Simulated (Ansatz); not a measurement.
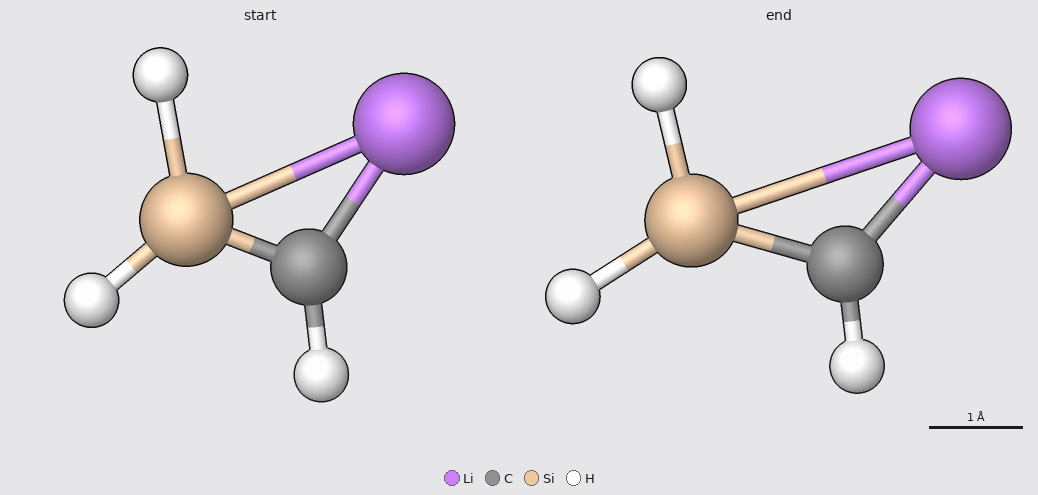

The structure of CH3LiSi before (left) and after (right) a relaxation, at one scale.

Style: ball-and-stick. Shown face on.

It is one of the separated reactants of a reaction.

Method: RKS PBE-D4/def2-SVP in Ansatz 0.2.0. Settings: force threshold 0.03 eV/Å; at most 250 steps.

### What changed between the two?

After 8 geometry steps the energy has fallen by 71.4 kcal/mol. The largest force component goes from 17 to 0.026 eV/Å. The largest moves after the best rigid fit, 0.41 Å, are those of Li and H atoms. Largest moves by element: Li 0.41 Å, H 0.41 Å, C 0.19 Å, Si 0.15 Å. Near-neighbour distances that change, for instance: Li–Si 2.562 → 3.065 Å, C–Si 1.422 → 1.729 Å, H–Si 1.339 → 1.516 Å, H–Si 1.594 → 1.514 Å. Bond angles that change, for instance: C–Si–H 118.3° → 131.3°, Li–C–Si 102.1° → 114.3°, H–Si–H 120.1° → 109.1°. The run took 7.5 s on 2 threads of Arm Neoverse V2, on a shared host.
